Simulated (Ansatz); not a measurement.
## Electronic structure of C2H9NSi in real space

```xyz
13

C    -1.5638    1.3983    0.7716
C    -1.2073    0.7150   -0.5577
N     0.1125   -1.7287    0.7327
Si   -1.0461   -1.1614   -0.4217
H    -0.8091    1.1887    1.5353
H    -1.6340    2.4845    0.6667
H    -2.5248    1.0419    1.1550
H    -0.2661    1.1204   -0.9485
H    -1.9675    0.9362   -1.3173
H    -2.3574   -1.7181    0.0086
H    -0.6782   -1.6980   -1.7605
H    -0.1273   -1.8268    1.7068
H     1.1043   -1.5968    0.6068
```

Geometry: B3LYP-D3(BJ)/6-311G**.

The calculation used Ansatz 0.2.0, isolated molecule in a Gaussian basis; Kohn-Sham density functional theory, functional PBE0.

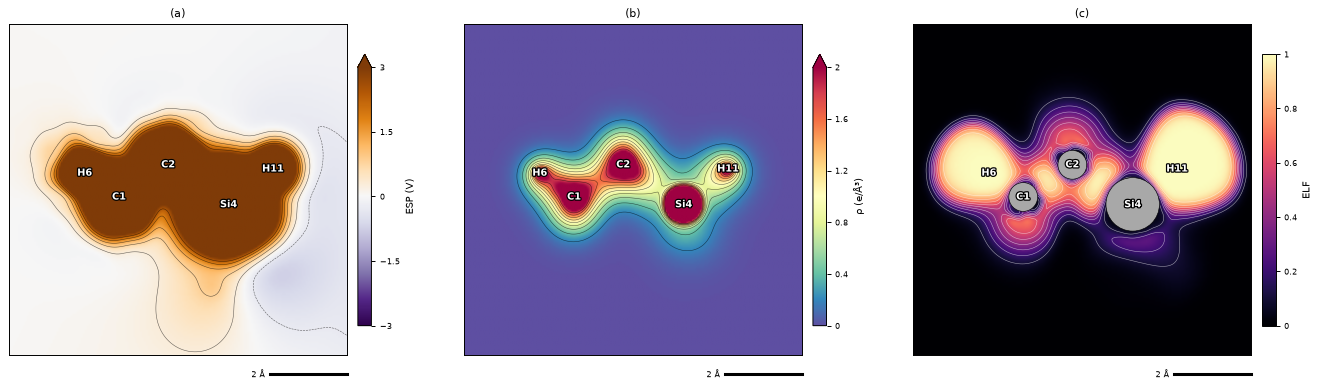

Figure 1. (a) electrostatic potential; (b) electron density; (c) ELF on the plane of atoms C1, C2 and Si4. Grey discs cover the atomic cores in the ELF map.

### What do the fields say about this system?

Atoms in the plane: C, Si and H.
C–C (1.54 Å): the density is about 1.6 e/Å³ at the midpoint; the ELF peaks at about 0.95 between the atoms; a covalent bond.
C–Si (1.89 Å): ρ at the midpoint is about 0.96 e/Å³; the ELF peaks at about 1 between the atoms; localised, covalent bonding.
C–H (1.09 Å): ρ at the midpoint is about 2 e/Å³; the ELF climbs to about 1 towards the hydrogen, as it does in any bond to H; an ordinary covalent bond to hydrogen.
Si–H (1.49 Å): ρ is about 0.82 e/Å³ halfway; the ELF climbs to about 1 towards the hydrogen.
Outside the dense part of the molecule the potential is most negative (−0.7 V) near N3, which lies off the plane.

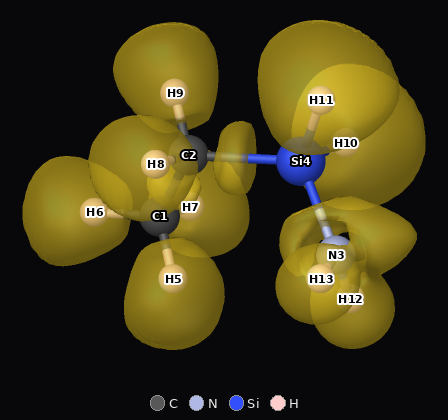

Figure 2. Isosurface of the electron localisation function at 0.8 (yellow), seen at a tilt. Only the valence region is drawn (cores and ρ < 0.01 e/Å³ removed).

### Identify the bonds, lone pairs and shells in this picture.

The surface consists of one region between bonded C–C atoms (shared pairs), one region between bonded C–Si atoms (shared pairs), seven regions around hydrogen nuclei and one joined region spread over several atoms (H, N), in which their bonds and any lone pairs are merged. Along the contacts the grid gives the following. Si–N (1.73 Å): the ELF peaks at about 0.90 between the atoms: a shared but strongly polarised pair.

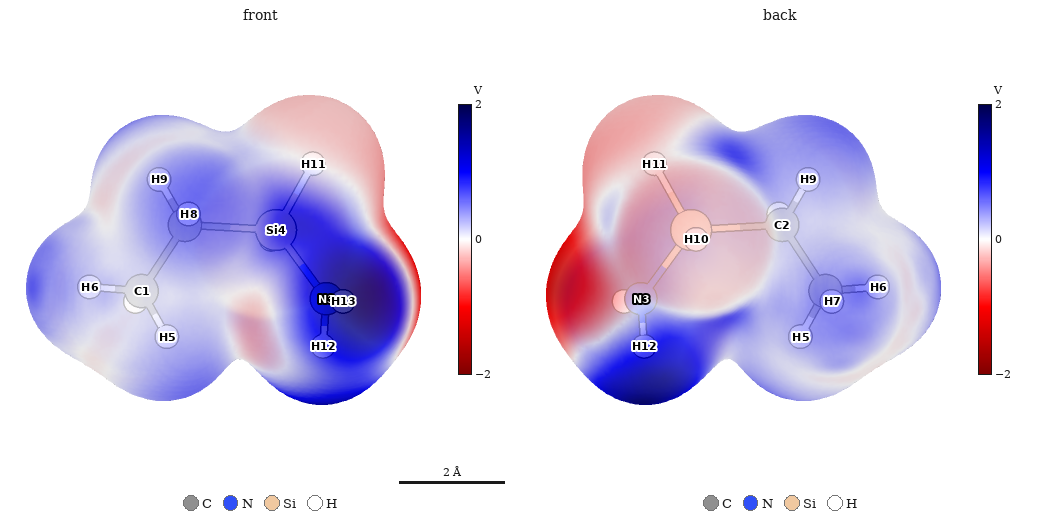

Figure 3. The molecular electrostatic potential painted on the density surface at 0.002 e/bohr³, seen from the front and from behind; red is negative and blue positive.

### Describe the electrostatic potential map.

The most negative region (about −1.3 V) lies over N3, the most positive (about +1.8 V) over H12 and H13. N3 is the likeliest acceptor of a hydrogen bond.

### How polar is the molecule by this calculation?

Its dipole moment is 1.34 D.
